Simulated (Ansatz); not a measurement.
CH2ClF3Si (SMILES F[Si](F)(F)CCl)

Input

```
crystal:
  periodic: [false, false, false]
  atoms:
    - {symbol: C, position_ang: [0.126435, 0.154674, -0.069298]}
    - {symbol: Cl, position_ang: [-1.480027, 0.889851, -0.338099]}
    - {symbol: F, position_ang: [2.321353, -1.048769, -1.356804]}
    - {symbol: F, position_ang: [-0.008209, -1.504211, -2.393745]}
    - {symbol: F, position_ang: [1.103358, 0.820956, -2.672112]}
    - {symbol: Si, position_ang: [0.886903, -0.399604, -1.662197]}
    - {symbol: H, position_ang: [0.008819, -0.694960, 0.612110]}
    - {symbol: H, position_ang: [0.768135, 0.894544, 0.421467]}
basis:
  gaussian:
    orbitals: def2-SVPD
hamiltonian:
  xc: pbe0
output: {forces: true, orbitals: {seedname: orbitals}}
```

Command:

```sh
ansatz run input.yaml --threads 2 --pin off --max-ram 4350MiB --events-out events.jsonl --progress --plain --runs-dir runs
```

Geometry: PBE0-D3(BJ)/pcseg-1.

Method: Ansatz 0.2.0, isolated molecule in a Gaussian basis; Kohn-Sham density functional theory, functional PBE0.

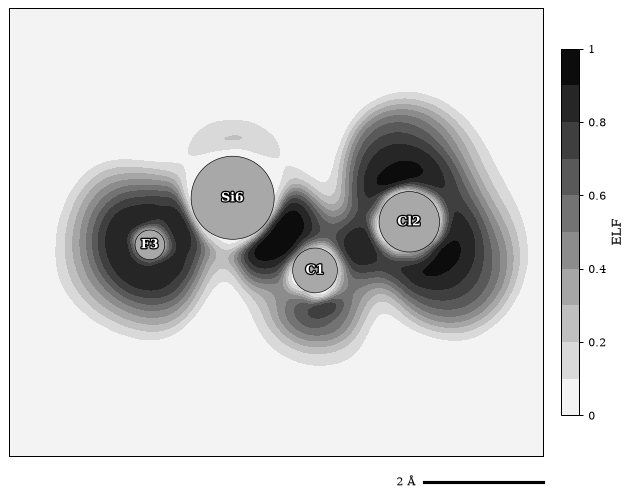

Figure 1. ELF on the plane of atoms Cl2, C1 and Si6. Grey discs cover the atomic cores.

Read the bonding off the picture.

- The plane passes through C, Cl, F and Si nuclei.
- Si–F (1.60 Å): the ELF peaks at about 0.85 in the valence shell of F, 0.6 Å from its nucleus, and is about 0.45 at the midpoint.
- C–Cl (1.79 Å): the ELF peaks at about 0.90 between the atoms, as expected for localised, covalent bonding.
- C–Si (1.85 Å): the ELF peaks at about 1 between the atoms, as expected for a covalent bond.
- The ELF also peaks beside F3 and Cl2, away from the bonds: lone-pair regions.

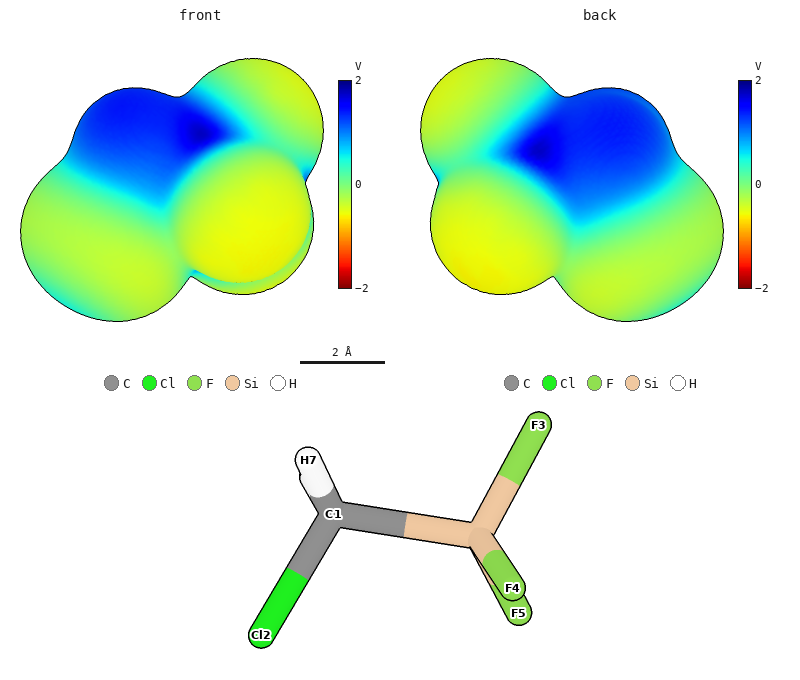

Figure 2. The molecular electrostatic potential painted on the density surface at 0.001 e/bohr³, seen from the front and from behind; red is negative and blue positive. The bare structure is drawn below in the same view.

Describe the electrostatic potential map.

The most negative region (about −0.6 V) lies over F4 and F5, the most positive (about +1.7 V) over Si6. Cl2 shows a σ-hole: about +0.5 V at the tip opposite its bond, against about −0.2 V on its flanks.

What dipole moment does the calculation give?

Its dipole moment is 2.15 D.

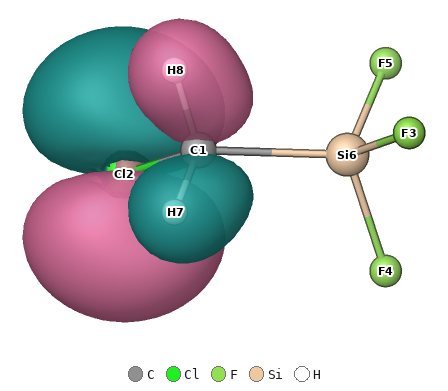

Figure 3. The HOMO−1 at ±0.1 Å⁻³ᐟ² (teal and pink are the two phases), seen from one side.

Describe this orbital and give its energy.

By Hirshfeld shares it lies mainly on Cl2 (about 85 %) and C1 (about 10 %); largely a lone pair of Cl2. Its energy is −9.26 eV.
